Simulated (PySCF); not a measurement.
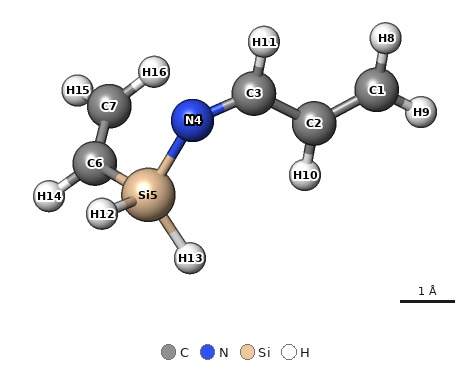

Figure 1. The input geometry of the first run (ball-and-stick view, seen at a tilt; atoms are numbered from 1 in the order of the input).

## Two runs on C5H9NSi

System: C5H9NSi.
Method of the first run: GIAO HCTH407/pcSseg-1 NMR shielding, non-relativistic, gas phase (PySCF 2.14.0).

The geometry comes from this level: GFN2-xTB. Text and figures count atoms from 1; the logs count them from 0 in places.

### Input file, the first run
```
{"job": {"kind": "nmr", "xc": "HCTH407", "basis": "pcSseg-1", "pop": true}, "charge": 0, "multiplicity": 1}
C     -3.067477     0.531548    -0.249314
C     -1.881277     0.089365     0.154323
C     -1.063524    -0.807263    -0.645257
N      0.078099    -1.250490    -0.361186
Si     1.218968    -1.029669     0.898889
C      2.444315     0.252946     0.259848
C      2.196166     1.141703    -0.686579
H     -3.484233     0.233024    -1.198287
H     -3.663497     1.204796     0.343647
H     -1.457329     0.392248     1.101977
H     -1.505098    -1.120722    -1.595679
H      1.832319    -2.353043     1.009578
H      0.758075    -0.577447     2.225678
H      3.420509     0.255054     0.729379
H      2.924968     1.868764    -1.015188
H      1.241419     1.178130    -1.188001
```

The first line tells a small driver script what to run in PySCF; the rest is the geometry in Å.

Command:
```bash
OMP_NUM_THREADS=1 python <driver script> task.json out
```

Hardware: 1 CPU thread, shared host.

### Output (the first run)
```
coarse grid: 13696 points
cycle   1  E = -539.9562028668  dE =  5.981e-01  |g| = 6.567e-01  |ddm| = 3.722e+00
cycle   2  E = -539.6482817719  dE =  3.079e-01  |g| = 1.256e+00  |ddm| = 2.486e+00
cycle   3  E = -540.0314965263  dE = -3.832e-01  |g| = 3.929e-01  |ddm| = 2.066e+00
cycle   4  E = -540.0720547034  dE = -4.056e-02  |g| = 4.970e-02  |ddm| = 3.884e-01
cycle   5  E = -540.0721717493  dE = -1.170e-04  |g| = 4.824e-02  |ddm| = 9.398e-02
cycle   6  E = -540.0728136815  dE = -6.419e-04  |g| = 1.180e-02  |ddm| = 4.740e-02
cycle   7  E = -540.0728534257  dE = -3.974e-05  |g| = 2.207e-03  |ddm| = 1.492e-02
cycle   8  E = -540.0728547014  dE = -1.276e-06  |g| = 6.802e-04  |ddm| = 2.846e-03
final grid: 127312 points
cycle   9  E = -540.1067623944  dE = -9.274e-05  |g| = 6.814e-03  |ddm| = 4.711e-02
cycle  10  E = -540.1067455413  dE =  1.685e-05  |g| = 1.006e-02  |ddm| = 1.432e-02
cycle  11  E = -540.1067679667  dE = -2.243e-05  |g| = 4.412e-03  |ddm| = 1.179e-02
cycle  12  E = -540.1067729142  dE = -4.948e-06  |g| = 9.103e-04  |ddm| = 5.351e-03
cycle  13  E = -540.1067730932  dE = -1.791e-07  |g| = 2.676e-04  |ddm| = 9.440e-04
cycle  14  E = -540.1067731088  dE = -1.561e-08  |g| = 1.076e-04  |ddm| = 2.631e-04
cycle  15  E = -540.1067731121  dE = -3.316e-09  |g| = 2.087e-05  |ddm| = 1.244e-04
cycle  16  E = -540.1067731123  dE = -1.241e-10  |g| = 6.717e-06  |ddm| = 2.673e-05
converged SCF energy = -540.1067731123

GIAO shielding tensors (ppm)
atom      isotropic    diamagn.    paramagn.     s11        s22        s33       span
  0 C       53.008     252.459    -199.451    -55.650     48.368    166.307    221.957
  1 C       47.918     258.384    -210.466    -56.841     53.788    146.805    203.646
  2 C       11.455     250.516    -239.061    -73.916      4.180    104.101    178.018
  3 N     -106.453     331.007    -437.460   -466.361   -121.003    268.003    734.364
  4 Si     407.403     884.164    -476.761    370.889    398.416    452.905     82.016
  5 C       51.089     259.818    -208.730    -56.125     39.540    169.851    225.976
  6 C       50.041     255.529    -205.488    -66.673     48.579    168.217    234.889
  7 H       25.799      30.668      -4.869     22.372     25.984     29.042      6.669
  8 H       25.538      29.198      -3.660     22.673     25.728     28.212      5.539
  9 H       25.324      35.209      -9.886     21.388     24.212     30.371      8.983
 10 H       22.545      31.565      -9.021     20.918     22.674     24.042      3.123
 11 H       26.171      29.783      -3.612     23.348     24.855     30.312      6.964
 12 H       25.921      31.147      -5.226     22.856     24.800     30.108      7.252
 13 H       25.318      28.818      -3.500     23.629     25.507     26.818      3.189
 14 H       25.288      28.655      -3.367     22.692     24.979     28.193      5.501
 15 H       26.034      35.708      -9.674     23.778     24.896     29.427      5.649
```

For the second run the input was changed thus:
```diff
-"xc": "HCTH407"
+"xc": "PBE0"
-"pop": true
```

How does the second run compare with the first run?

The total energies belong to different methods, so their difference says nothing on which is more stable or more accurate. The HOMO goes from −5.61 to −6.87 eV. The LUMO goes from −2.72 to −1.70 eV. The dipole moment goes from 2.19 to 2.38 D. Of all shieldings, the largest change is that of N4, by −10.1 ppm. The functional changes from HCTH407 to PBE0. Exact exchange removes part of the self-interaction error of semilocal functionals, which pushes filled and empty levels apart. The SCF takes 14 iterations against 16.

### Output (the second run)
```
coarse grid: 13696 points
cycle   1  E = -539.5611054133  dE =  7.552e-01  |g| = 5.053e-01  |ddm| = 3.637e+00
cycle   2  E = -539.4795838217  dE =  8.152e-02  |g| = 7.841e-01  |ddm| = 1.392e+00
cycle   3  E = -539.6196196284  dE = -1.400e-01  |g| = 1.590e-01  |ddm| = 9.917e-01
cycle   4  E = -539.6255793548  dE = -5.960e-03  |g| = 3.100e-02  |ddm| = 1.614e-01
cycle   5  E = -539.6258174718  dE = -2.381e-04  |g| = 9.801e-03  |ddm| = 4.490e-02
cycle   6  E = -539.6258408370  dE = -2.337e-05  |g| = 3.734e-03  |ddm| = 1.122e-02
cycle   7  E = -539.6258443584  dE = -3.521e-06  |g| = 6.933e-04  |ddm| = 3.464e-03
final grid: 127312 points
cycle   8  E = -539.6659270169  dE = -2.784e-05  |g| = 7.407e-03  |ddm| = 2.934e-02
cycle   9  E = -539.6659245406  dE =  2.476e-06  |g| = 8.066e-03  |ddm| = 1.470e-02
cycle  10  E = -539.6659411931  dE = -1.665e-05  |g| = 1.239e-03  |ddm| = 8.358e-03
cycle  11  E = -539.6659415454  dE = -3.523e-07  |g| = 3.537e-04  |ddm| = 1.373e-03
cycle  12  E = -539.6659415740  dE = -2.858e-08  |g| = 8.571e-05  |ddm| = 4.263e-04
cycle  13  E = -539.6659415754  dE = -1.432e-09  |g| = 4.604e-05  |ddm| = 1.075e-04
cycle  14  E = -539.6659415759  dE = -4.725e-10  |g| = 7.667e-06  |ddm| = 3.606e-05
converged SCF energy = -539.6659415759

GIAO shielding tensors (ppm)
atom      isotropic    diamagn.    paramagn.     s11        s22        s33       span
  0 C       49.175     253.563    -204.387    -69.556     47.359    169.724    239.280
  1 C       44.463     259.802    -215.339    -68.034     52.140    149.283    217.316
  2 C        7.209     250.545    -243.336    -84.926     -3.410    109.962    194.888
  3 N     -116.576     331.224    -447.800   -491.890   -136.291    278.452    770.342
  4 Si     406.646     882.705    -476.059    371.218    395.675    453.045     81.827
  5 C       48.582     262.098    -213.516    -67.723     37.806    175.664    243.387
  6 C       45.660     256.023    -210.362    -81.441     45.908    172.513    253.954
  7 H       25.657      30.338      -4.680     22.066     25.767     29.139      7.073
  8 H       25.407      29.108      -3.702     22.530     25.452     28.239      5.709
  9 H       25.292      34.655      -9.364     21.366     23.967     30.542      9.176
 10 H       22.649      31.292      -8.644     20.904     22.814     24.229      3.325
 11 H       26.174      29.680      -3.506     23.292     24.722     30.508      7.216
 12 H       26.071      30.860      -4.788     23.007     24.914     30.293      7.286
 13 H       25.339      29.009      -3.670     23.725     25.353     26.938      3.213
 14 H       25.245      28.796      -3.550     22.536     24.798     28.402      5.867
 15 H       25.992      35.193      -9.201     23.592     24.750     29.633      6.041
```

### The two runs side by side

| quantity | the first run | the second run |
| --- | --- | --- |
| outcome | converged | converged |
| total energy (hartree) | −540.106773 | −539.665942 |
| HOMO (eV) | −5.61 | −6.87 |
| LUMO (eV) | −2.72 | −1.70 |
| dipole moment (D) | 2.19 | 2.38 |
| shielding of C1 (ppm) | 53.0 | 49.2 |
| shielding of C2 (ppm) | 47.9 | 44.5 |
| shielding of C3 (ppm) | 11.5 | 7.2 |
| shielding of N4 (ppm) | −106.5 | −116.6 |
| shielding of Si5 (ppm) | 407.4 | 406.6 |
| shielding of C6 (ppm) | 51.1 | 48.6 |
| shielding of C7 (ppm) | 50.0 | 45.7 |
| SCF iterations | 16 | 14 |
| basis functions | 171 | 171 |
| wall time (shared host) | 61 s | 27 s |
